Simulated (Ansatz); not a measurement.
**FH₅O₃W: density, localisation and related maps**

The calculation's input:

```
crystal:
  periodic: [false, false, false]
  atoms:
    - { symbol: W, position_ang: [0.0, 0.0, 0.0] }
    - { symbol: H, position_ang: [0.0, 0.0, 1.72] }
    - { symbol: O, position_ang: [1.94, 0.0, 0.0] }
    - { symbol: H, position_ang: [2.2771, -0.9519, -0.0197] }
    - { symbol: F, position_ang: [0.0, 1.85, 0.0] }
    - { symbol: H, position_ang: [-1.72, 0.0, 0.0] }
    - { symbol: O, position_ang: [0.0, -1.94, 0.0] }
    - { symbol: H, position_ang: [0.3816, -2.2771, 0.8723] }
    - { symbol: O, position_ang: [0.0, 0.0, -1.94] }
    - { symbol: H, position_ang: [0.5278, 0.7924, -2.2771] }
basis:
  gaussian: { orbitals: def2-SVP }
hamiltonian:
  xc: pbe
relax:
  f_tol: 0.02
  max_steps: 40
output:
  orbitals: {}
```

Launched as:

```sh
ansatz run input.yaml --threads 2 --pin off --max-ram 3072MiB --backend cpu --events-out ev --progress --plain --runs-dir out
```

The fields are those of the run's last geometry, not of the input's.

Core potentials replace the inner electrons of W.

Method: RKS PBE/def2-SVP in Ansatz 0.2.0.

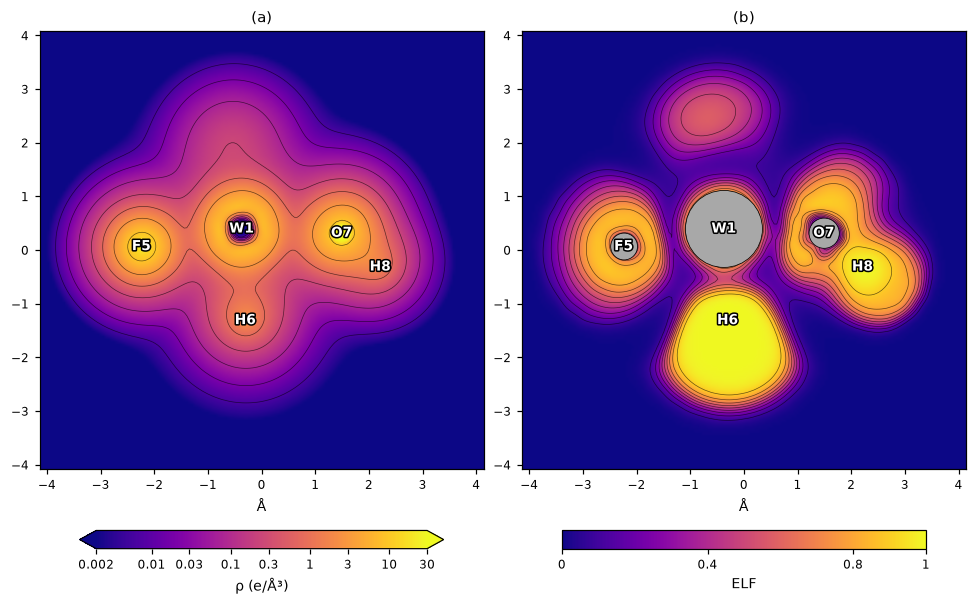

Figure 1. (a) electron density; (b) electron localisation function on the plane of atoms H6, W1 and O7. Grey discs cover the atomic cores in the ELF map.

> Describe what can be read from this map.

Atoms in the plane: W, F, H and O.
W–O (1.87 Å): ρ is about 1.1 e/Å³ halfway; the ELF peaks at about 0.85 in the valence shell of O, 0.5 Å from its nucleus, and drops to about 0.25 between the two atoms.
W–F (1.90 Å): ρ is about 1 e/Å³ halfway; the ELF peaks at about 0.85 in the valence shell of F, 0.5 Å from its nucleus, and drops to about 0.20 between the two atoms.
O–H (0.97 Å): ρ at the midpoint is about 3.6 e/Å³; the ELF climbs to about 1 towards the hydrogen, as it does in any bond to H: an ordinary covalent bond to hydrogen.
W–H (1.71 Å): ρ is about 1.5 e/Å³ halfway; the ELF climbs to about 1 towards the hydrogen.

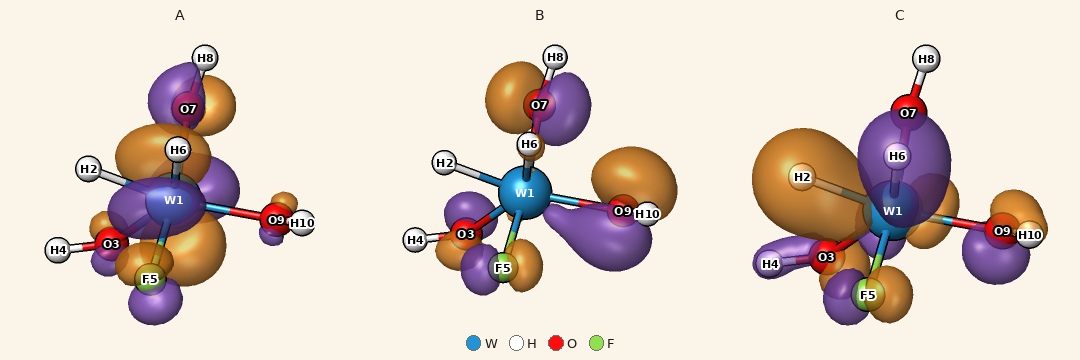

Figure 2. Three frontier orbitals at ±0.15 Å⁻³ᐟ² (orange and purple are the two phases), in no order.

> Order the three orbitals by energy and name them.

B is the HOMO−1 (−7.53 eV). Its weight (Hirshfeld) is mainly on O9 (about 45 %), O7 (about 25 %), F5 (about 10 %), W1 (about 10 %) and O3 (about 5 %); largely a combination of lone pairs on O9, O7, F5 and O3. C is the HOMO (−6.49 eV). By Hirshfeld shares it lies mainly on W1 (about 35 %), H2 (about 20 %), H6 (about 15 %), O9 (about 10 %), F5 (about 10 %) and O3 (about 5 %). A is the LUMO (−3.17 eV). By Hirshfeld shares it lies mainly on W1 (about 65 %), O7 (about 15 %) and F5 (about 10 %).

> What is the HOMO–LUMO gap?

3.32 eV between the orbital energies.
